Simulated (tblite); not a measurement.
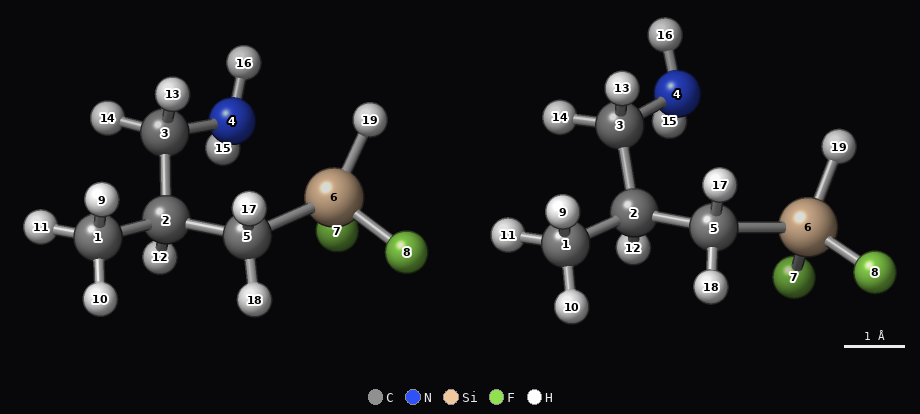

Two geometries of C4H11F2NSi, drawn at one scale. One is the start of a relaxation, the other its converged end. A ball-and-stick model, seen from a free direction.

Level of theory: GFN2-xTB geometry optimisation, gas phase in tblite. 

### Which one is relaxed?

The left one is the relaxed one. The energy falls by 0.362 eV in 109 geometry steps. The largest move after the best rigid fit is that of F7, 0.82 Å. Largest moves by element: F 0.82 Å, H 0.80 Å, Si 0.56 Å, N 0.52 Å, C 0.23 Å. Near-neighbour distances that change, for instance: N4–Si6 3.311 → 2.339 Å, Si6–H19 1.486 → 1.446 Å, C2–C5 1.555 → 1.525 Å, C5–Si6 1.875 → 1.896 Å. Among the angles between lasting bonds that change: F7–Si6–F8 108.3° → 96.3°, C5–Si6–H19 114.4° → 124.7°, F8–Si6–H19 107.5° → 99.2°. Groups turn about C2–C5 by about 25°. The run took 0.8 s on 1 thread of Arm Neoverse V1 (shared host).
